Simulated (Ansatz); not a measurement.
# Geometry relaxation of Ti6HO12F (part 3 of 3)

Ti6HO12F (slab, 20 atoms in the cell); DFT r2SCAN-D3(BJ), scalar-relativistic, plane waves, PAW, PAW set soft_1, no spin polarisation (Ansatz 0.2.0); cutoff 500 eV, 2×2×1 k-mesh, Gaussian smearing of 0.05 eV. The structure derives from an entry of the Crystallography Open Database. The input holds or restrains some coordinates. Forces given for the steps count only the free coordinates. It belongs to a series of runs on one base structure; here: end point A relaxed.

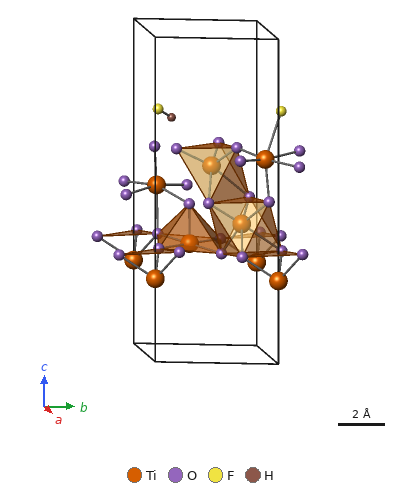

*The geometry at step 13 of the log (polyhedral view of the cell of the calculation, with the vacuum cut short, seen slightly off an axis; polyhedra are completed across the faces of the cell).*

Trajectory as extended XYZ, continued:
```
20
Lattice="5.4621 0.0000 0.0000 1.6013 5.2221 0.0000 0.0000 0.0000 18.7065" Properties=species:S:1:pos:R:3:forces:R:3 step=9 energy=-22694.82047
Ti    0.0000    0.0000    1.0000   -0.9077  -0.6806   9.3098
Ti    2.7310    2.0191    2.0932    2.0229   1.5041   3.9453
O     1.1774    0.8705    2.3336   -1.9487  -1.4319  -4.7110
O     1.5536    3.6117    2.0932    0.2591   1.8645  -3.7253
O     4.2847    3.1678    1.8529   -1.2939  -0.9539  -0.7732
O     3.9085    0.4266    2.0932    1.8499  -0.2858  -3.7341
Ti    5.2633    3.8963    3.3100    0.0334   0.0126   0.0011
Ti    1.1363    0.8448    4.5034   -0.0310  -0.0079  -0.0119
O     6.6221    4.9070    4.4767   -0.0166  -0.0041  -0.0126
O     5.4333    2.4111    4.3138    0.0006  -0.0118  -0.0157
O     2.7184    2.0098    3.8574    0.0125   0.0139   0.0295
O     3.8910    4.4926    4.3098   -0.0166  -0.0057  -0.0075
Ti    3.8429    2.8460    5.7789    0.0097   0.0064  -0.0236
Ti    6.5114    4.8105    6.3597    0.0151  -0.2116   0.0080
O     5.0637    3.7545    6.7447    0.0398   0.0339  -0.0596
O     3.9573    1.2276    6.5619   -0.0230  -0.0148   0.0509
O     1.0398    0.7753    6.2213    0.0345   0.0417   0.0316
O     2.3338    3.4441    6.5385   -0.0736   0.0406  -0.0086
F     4.8582   -0.0218    8.7390   -0.4237   0.3174  -0.1724
H     4.1345    0.5732    8.6059    0.4570  -0.2275  -0.1202
20
Lattice="5.4621 0.0000 0.0000 1.6013 5.2221 0.0000 0.0000 0.0000 18.7065" Properties=species:S:1:pos:R:3:forces:R:3 step=10 energy=-22694.87289
Ti    0.0000    0.0000    1.0000   -0.9031  -0.6727   9.3012
Ti    2.7310    2.0191    2.0932    2.0212   1.4963   3.9428
O     1.1774    0.8705    2.3336   -1.9536  -1.4395  -4.7407
O     1.5536    3.6117    2.0932    0.2688   1.8600  -3.7413
O     4.2847    3.1678    1.8529   -1.3066  -0.9675  -0.8174
O     3.9085    0.4266    2.0932    1.8524  -0.2842  -3.7442
Ti    5.2655    3.8951    3.3065    0.0012   0.0098   0.0338
Ti    1.1305    0.8370    4.5009    0.0074   0.0099   0.0176
O     6.6211    4.9012    4.4706   -0.0120   0.0022  -0.0221
O     5.4310    2.4050    4.3063   -0.0011  -0.0185  -0.0102
O     2.7173    2.0085    3.8570    0.0148  -0.0003   0.0367
O     3.8881    4.4874    4.3030   -0.0048   0.0076  -0.0049
Ti    3.8404    2.8319    5.7641   -0.0209  -0.0526  -0.0325
Ti    6.5144    4.7907    6.3564    0.0232  -0.2125  -0.0030
O     5.0617    3.7403    6.7234   -0.0111  -0.0103  -0.0344
O     3.9495    1.2121    6.5560   -0.0410   0.1280   0.0277
O     1.0372    0.7691    6.2200    0.0152   0.0225  -0.0283
O     2.3270    3.4279    6.5222   -0.0134   0.0099   0.0048
F     4.8466   -0.0035    8.6407   -0.3061   0.3386  -0.0517
H     4.2005    0.6677    8.4489    0.3690  -0.2264  -0.1311
20
Lattice="5.4621 0.0000 0.0000 1.6013 5.2221 0.0000 0.0000 0.0000 18.7065" Properties=species:S:1:pos:R:3:forces:R:3 step=11 energy=-22694.91828
Ti    0.0000    0.0000    1.0000   -0.9048  -0.6706   9.3001
Ti    2.7310    2.0191    2.0932    2.0385   1.4973   3.9586
O     1.1774    0.8705    2.3336   -1.9423  -1.4354  -4.7672
O     1.5536    3.6117    2.0932    0.2800   1.8428  -3.7480
O     4.2847    3.1678    1.8529   -1.3325  -0.9862  -0.8431
O     3.9085    0.4266    2.0932    1.8475  -0.2828  -3.7513
Ti    5.2659    3.8937    3.3077   -0.0078  -0.0086   0.0126
Ti    1.1282    0.8313    4.4994    0.0036   0.0204   0.0074
O     6.6198    4.8936    4.4642   -0.0260  -0.0112   0.0374
O     5.4267    2.3963    4.2996    0.0065   0.0113  -0.0263
O     2.7189    2.0052    3.8596   -0.0049   0.0011   0.0096
O     3.8844    4.4830    4.2989    0.0142   0.0090  -0.0244
Ti    3.8329    2.8165    5.7482    0.0090  -0.0440  -0.1076
Ti    6.5155    4.7647    6.3518    0.0183  -0.1675   0.0478
O     5.0547    3.7232    6.7038    0.0934   0.0882   0.0095
O     3.9446    1.2095    6.5523    0.0369  -0.0614   0.0801
O     1.0347    0.7613    6.2153   -0.0295  -0.0092   0.0000
O     2.3224    3.4100    6.5125   -0.1340   0.0850   0.0291
F     4.8326    0.0472    8.6054   -0.2749   0.4145  -0.1892
H     4.2740    0.7660    8.2968    0.3089  -0.2936  -0.0305
20
Lattice="5.4621 0.0000 0.0000 1.6013 5.2221 0.0000 0.0000 0.0000 18.7065" Properties=species:S:1:pos:R:3:forces:R:3 step=12 energy=-22694.92475
Ti    0.0000    0.0000    1.0000   -0.9022  -0.6686   9.2996
Ti    2.7310    2.0191    2.0932    2.0449   1.4989   3.9668
O     1.1774    0.8705    2.3336   -1.9361  -1.4326  -4.7821
O     1.5536    3.6117    2.0932    0.2895   1.8308  -3.7509
O     4.2847    3.1678    1.8529   -1.3642  -1.0101  -0.8675
O     3.9085    0.4266    2.0932    1.8417  -0.2759  -3.7481
Ti    5.2656    3.8926    3.3086    0.0403   0.0526  -0.0194
Ti    1.1245    0.8276    4.5005   -0.0553  -0.0443   0.0653
O     6.6160    4.8849    4.4678    0.0030   0.0163  -0.0648
O     5.4236    2.3916    4.2930   -0.0296  -0.0279   0.0443
O     2.7178    2.0033    3.8620    0.0092   0.0118   0.0278
O     3.8827    4.4814    4.2941   -0.0190  -0.0120   0.0245
Ti    3.8296    2.8029    5.7363    0.0159  -0.0186   0.1582
Ti    6.5204    4.7398    6.3559    0.0731  -0.0632  -0.0174
O     5.0579    3.7189    6.6945   -0.2576  -0.1465  -0.0652
O     3.9516    1.2003    6.5572   -0.1451   0.3749  -0.2788
O     1.0293    0.7531    6.2150    0.0779   0.0543  -0.0815
O     2.3102    3.4003    6.5121    0.2433  -0.1668  -0.0538
F     4.8292    0.1519    8.5286    0.8682  -1.1476   0.7768
H     4.3365    0.8304    8.1235   -0.7972   1.1741  -0.6273
20
Lattice="5.4621 0.0000 0.0000 1.6013 5.2221 0.0000 0.0000 0.0000 18.7065" Properties=species:S:1:pos:R:3:forces:R:3 step=13 energy=-22694.96540
Ti    0.0000    0.0000    1.0000   -0.8881  -0.6655   9.2879
Ti    2.7310    2.0191    2.0932    2.0595   1.5223   3.9359
O     1.1774    0.8705    2.3336   -1.9341  -1.4269  -4.8367
O     1.5536    3.6117    2.0932    0.3008   1.8347  -3.7765
O     4.2847    3.1678    1.8529   -1.3910  -1.0274  -0.9203
O     3.9085    0.4266    2.0932    1.8421  -0.2545  -3.7663
Ti    5.2679    3.8969    3.3041    0.0349   0.0511  -0.0342
Ti    1.1214    0.8284    4.4949   -0.0304  -0.0189  -0.0149
O     6.6160    4.8844    4.4598    0.0143   0.0307  -0.0507
O     5.4215    2.3930    4.2841   -0.0095  -0.0426   0.0309
O     2.7175    2.0062    3.8615    0.0139   0.0099  -0.0053
O     3.8825    4.4857    4.2841   -0.0197  -0.0110   0.0076
Ti    3.8303    2.8043    5.7110    0.0286   0.0942   0.0430
Ti    6.5290    4.7285    6.3480    0.0370  -0.0616   0.2002
O     5.0536    3.7199    6.6715   -0.1167  -0.0302   0.0100
O     3.9518    1.2157    6.5319   -0.1141   0.1022  -0.1215
O     1.0316    0.7545    6.2039    0.0757   0.0408  -0.0192
O     2.3126    3.3934    6.4939    0.0735  -0.0793  -0.0083
F     4.8776    0.2267    8.4676    0.0110  -0.0774   0.0946
H     4.3663    0.9182    7.9957    0.0136   0.0095  -0.0520
20
Lattice="5.4621 0.0000 0.0000 1.6013 5.2221 0.0000 0.0000 0.0000 18.7065" Properties=species:S:1:pos:R:3:forces:R:3 step=14 energy=-22694.96943
Ti    0.0000    0.0000    1.0000   -0.8800  -0.6636   9.3039
Ti    2.7310    2.0191    2.0932    2.0655   1.5346   3.9985
O     1.1774    0.8705    2.3336   -1.9458  -1.4346  -4.8189
O     1.5536    3.6117    2.0932    0.2842   1.8545  -3.7646
O     4.2847    3.1678    1.8529   -1.3616  -1.0061  -0.8768
O     3.9085    0.4266    2.0932    1.8520  -0.2725  -3.7486
Ti    5.2695    3.8996    3.3074    0.0184  -0.0198   0.0367
Ti    1.1203    0.8276    4.5009   -0.0735  -0.0075   0.0249
O     6.6170    4.8850    4.4708   -0.0184  -0.0237   0.0408
O     5.4205    2.3927    4.2909    0.0006   0.0472  -0.0247
O     2.7186    2.0087    3.8622   -0.0181  -0.0109  -0.0553
O     3.8814    4.4866    4.2876    0.0311  -0.0387  -0.0101
Ti    3.8305    2.8111    5.7181    0.0706  -0.0035  -0.0863
Ti    6.5311    4.7215    6.3714    0.0445  -0.0197  -0.0196
O     5.0448    3.7195    6.6882    0.0960   0.0845   0.0140
O     3.9436    1.2194    6.5308    0.0598  -0.0753  -0.0043
O     1.0411    0.7564    6.2116   -0.0544  -0.0275  -0.0012
O     2.3154    3.3857    6.5073   -0.1427   0.0729   0.0242
F     4.8652    0.2183    8.4768   -0.0053   0.0346  -0.0318
H     4.3775    0.9218    7.9873   -0.0231  -0.0250  -0.0001
20
Lattice="5.4621 0.0000 0.0000 1.6013 5.2221 0.0000 0.0000 0.0000 18.7065" Properties=species:S:1:pos:R:3:forces:R:3 step=15 energy=-22694.97157
Ti    0.0000    0.0000    1.0000   -0.8806  -0.6631   9.3018
Ti    2.7310    2.0191    2.0932    2.0620   1.5318   3.9715
O     1.1774    0.8705    2.3336   -1.9610  -1.4452  -4.8316
O     1.5536    3.6117    2.0932    0.2848   1.8598  -3.7698
O     4.2847    3.1678    1.8529   -1.3623  -1.0085  -0.8855
O     3.9085    0.4266    2.0932    1.8578  -0.2733  -3.7515
Ti    5.2704    3.8997    3.3067    0.0130   0.0062  -0.0099
Ti    1.1160    0.8258    4.4994   -0.0313  -0.0031   0.0013
O     6.6151    4.8826    4.4709    0.0071   0.0005  -0.0108
O     5.4202    2.3937    4.2886   -0.0016  -0.0003   0.0036
O     2.7160    2.0075    3.8604    0.0007  -0.0003  -0.0252
O     3.8812    4.4852    4.2851    0.0015  -0.0198   0.0087
Ti    3.8330    2.8135    5.7129    0.0290   0.0063  -0.0144
Ti    6.5329    4.7207    6.3699    0.0491  -0.0215   0.0232
O     5.0466    3.7237    6.6858   -0.0026   0.0110   0.0052
O     3.9458    1.2188    6.5215    0.0179  -0.0038   0.0003
O     1.0381    0.7550    6.2095   -0.0114  -0.0034   0.0009
O     2.3131    3.3855    6.5036   -0.0426   0.0109   0.0025
F     4.8643    0.2250    8.4687   -0.0255   0.0317  -0.0283
H     4.3688    0.9213    7.9734   -0.0042  -0.0156   0.0085
20
Lattice="5.4621 0.0000 0.0000 1.6013 5.2221 0.0000 0.0000 0.0000 18.7065" Properties=species:S:1:pos:R:3:forces:R:3 step=16 energy=-22694.97259
Ti    0.0000    0.0000    1.0000   -0.8789  -0.6617   9.3016
Ti    2.7310    2.0191    2.0932    2.0606   1.5304   3.9544
O     1.1774    0.8705    2.3336   -1.9744  -1.4555  -4.8398
O     1.5536    3.6117    2.0932    0.2834   1.8668  -3.7743
O     4.2847    3.1678    1.8529   -1.3559  -1.0055  -0.8885
O     3.9085    0.4266    2.0932    1.8652  -0.2784  -3.7523
Ti    5.2718    3.9002    3.3061   -0.0005   0.0080  -0.0200
Ti    1.1126    0.8240    4.4989   -0.0033   0.0025  -0.0119
O     6.6151    4.8801    4.4714    0.0116   0.0119  -0.0175
O     5.4199    2.3939    4.2876    0.0010  -0.0141   0.0099
O     2.7150    2.0068    3.8586    0.0045   0.0020  -0.0058
O     3.8810    4.4834    4.2841   -0.0056  -0.0013   0.0100
Ti    3.8352    2.8166    5.7091    0.0105   0.0100   0.0082
Ti    6.5357    4.7179    6.3726    0.0421  -0.0086   0.0350
O     5.0452    3.7276    6.6861   -0.0280  -0.0160  -0.0012
O     3.9470    1.2203    6.5133   -0.0073   0.0180  -0.0108
O     1.0374    0.7541    6.2088   -0.0014  -0.0026   0.0079
O     2.3107    3.3822    6.5015   -0.0100  -0.0027  -0.0019
F     4.8528    0.2390    8.4599   -0.0076  -0.0054   0.0004
H     4.3546    0.9286    7.9528   -0.0062   0.0023  -0.0035
20
Lattice="5.4621 0.0000 0.0000 1.6013 5.2221 0.0000 0.0000 0.0000 18.7065" Properties=species:S:1:pos:R:3:forces:R:3 step=17 energy=-22694.97305
Ti    0.0000    0.0000    1.0000   -0.8756  -0.6608   9.3027
Ti    2.7310    2.0191    2.0932    2.0579   1.5303   3.9439
O     1.1774    0.8705    2.3336   -1.9835  -1.4626  -4.8402
O     1.5536    3.6117    2.0932    0.2802   1.8738  -3.7762
O     4.2847    3.1678    1.8529   -1.3472  -0.9991  -0.8850
O     3.9085    0.4266    2.0932    1.8701  -0.2829  -3.7514
Ti    5.2726    3.9011    3.3056   -0.0068   0.0028  -0.0102
Ti    1.1102    0.8234    4.4995    0.0033   0.0017  -0.0080
O     6.6157    4.8795    4.4724    0.0083   0.0069  -0.0127
O     5.4199    2.3945    4.2880    0.0028  -0.0074   0.0028
O     2.7146    2.0069    3.8573    0.0030   0.0028   0.0056
O     3.8811    4.4832    4.2844   -0.0030   0.0037   0.0022
Ti    3.8362    2.8197    5.7066    0.0066   0.0039   0.0135
Ti    6.5381    4.7150    6.3771    0.0281   0.0067   0.0110
O     5.0431    3.7295    6.6875   -0.0256  -0.0209  -0.0055
O     3.9457    1.2214    6.5055   -0.0112   0.0161  -0.0002
O     1.0369    0.7532    6.2099   -0.0040  -0.0051   0.0104
O     2.3079    3.3789    6.5009    0.0021  -0.0055  -0.0017
F     4.8380    0.2457    8.4537   -0.0008  -0.0112   0.0048
H     4.3395    0.9317    7.9363   -0.0046   0.0069  -0.0060
```

This output came from the following input.

Input file:
```yaml
crystal:
  lattice:
    - [5.462098, 0.0, 0.0]
    - [1.601256, 5.222116, 0.0]
    - [0.0, 0.0, 18.70654]
  atoms:
    - { symbol: Ti, position: [0.0, 0.0, 0.0534572] }
    - { symbol: Ti, position: [0.3866505, 0.3866505, 0.1118989] }
    - { symbol: O, position: [0.1666917, 0.1666917, 0.1247467] }
    - { symbol: O, position: [0.0816905, 0.6916105, 0.1118989] }
    - { symbol: O, position: [0.6066092, 0.6066092, 0.099051] }
    - { symbol: O, position: [0.6916105, 0.0816905, 0.1118989] }
    - { symbol: Ti, position: [0.773301, 0.773301, 0.1703405] }
    - { symbol: Ti, position: [0.1599514, 0.1599514, 0.2287821] }
    - { symbol: O, position: [0.9399927, 0.9399927, 0.2416299] }
    - { symbol: O, position: [0.8549914, 0.4649114, 0.2287821] }
    - { symbol: O, position: [0.3799102, 0.3799102, 0.2159343] }
    - { symbol: O, position: [0.4649114, 0.8549914, 0.2287821] }
    - { symbol: Ti, position: [0.5466019, 0.5466019, 0.2872237] }
    - { symbol: Ti, position: [0.9332524, 0.9332524, 0.3456653] }
    - { symbol: O, position: [0.7132936, 0.7132936, 0.3585131] }
    - { symbol: O, position: [0.6282924, 0.2382124, 0.3456653] }
    - { symbol: O, position: [0.1532111, 0.1532111, 0.3328175] }
    - { symbol: O, position: [0.2382124, 0.6282924, 0.3456653] }
    - { symbol: F, position: [0.9106442, 0.0895052, 0.5071242] }
    - { symbol: H, position: [0.7534936, 0.0950407, 0.5285071] }
basis:
  ecutwfc: 500.0
kpoints:
  mp_grid: { grid: [2, 2, 1] }
hamiltonian:
  xc: r2scan
  dispersion: d3bj
  pseudopotentials: { kind: paw, azcp: { folder: soft_1 } }
scf:
  occupations: { method: gaussian, width: 0.05 }
  lower_state_search: "off"
relax:
  f_tol: 0.03
  max_steps: 60
  adjacent_minimum: "off"
  constraints: [{ sites: [0, 1, 2, 3, 4, 5] }]
```

Command:
```bash
ansatz run input.yaml --threads 4 --pin off --max-ram 10240MiB --backend cpu --events-out ev --progress --plain --runs-dir out
```

Summary:

- outcome: converged under the restraints of the input
- electrons treated: 152
- free energy: −22694.9731 eV
- Fermi energy: 0.013 eV
- final volume: 533.58 Å³
- largest force (length of the vector) at the end, held atoms and coordinates included: 9.367 eV/Å
- hardware: 4 threads of Arm Neoverse V1, 24 GiB of memory available, shared host
- wall time: 5.6 min (CPU time 22 min)
- peak memory: 2.1 GiB

Notes on the run: the dispersion correction has no parameters fitted for this combination and takes those fitted for r2SCAN with other terms. The k-point mesh is coarse for a cell of this size, so the results may not be converged.
